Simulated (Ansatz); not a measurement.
BrH5OW···H2

Input file:

```
crystal:
  periodic: [false, false, false]
  atoms:
    - { symbol: W, position_ang: [0.4637, 0.473318, -0.335924] }
    - { symbol: H, position_ang: [-0.080086, 0.933803, 2.497194] }
    - { symbol: H, position_ang: [0.767087, -0.894496, 0.606956] }
    - { symbol: O, position_ang: [-0.855359, 1.815219, -0.357557] }
    - { symbol: H, position_ang: [-1.717104, 1.831891, 0.09913] }
    - { symbol: H, position_ang: [-0.823252, -0.386115, 0.309403] }
    - { symbol: H, position_ang: [0.011276, -0.974399, -1.083408] }
    - { symbol: H, position_ang: [0.812304, 0.304767, -1.987584] }
    - { symbol: Br, position_ang: [2.756521, 1.033521, 0.596372] }
    - { symbol: H, position_ang: [0.613112, 1.049791, 2.329416] }
basis:
  gaussian: { orbitals: def2-SVP }
hamiltonian:
  xc: pbe
  dispersion: d4
relax:
  f_tol: 0.03
  max_steps: 50
output:
  orbitals: {}
```

Run with:

```sh
ansatz run input.yaml --threads 2 --pin off --max-ram 3072MiB --backend cpu --events-out ev --progress --plain --runs-dir out
```

The fields are those of the relaxed geometry.

Core potentials replace the inner electrons of W.

Method: RKS PBE-D4/def2-SVP in Ansatz.

### What can the converged electron density and electron localisation function tell about the bonding?

W–O (1.88 Å): ρ is about 1.1 e/Å³ halfway; the ELF peaks at about 0.85 in the valence shell of O, 0.5 Å from its nucleus, and drops to about 0.25 between the two atoms.
W–Br (2.44 Å): the density is about 0.6 e/Å³ at the midpoint; the ELF peaks at about 0.75 in the valence shell of Br, 1.0 Å from its nucleus, and is about 0.45 at the midpoint.
W–H (1.70 Å): ρ is about 1.5 e/Å³ halfway; the ELF climbs to about 1 towards the hydrogen.

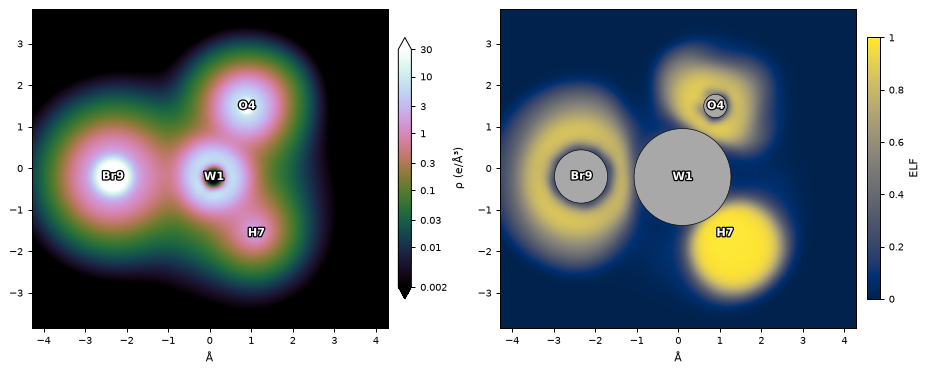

Computed electron density and electron localisation function on the plane of atoms O4, W1 and Br9, in this order. Grey discs cover the atomic cores in the ELF map. 
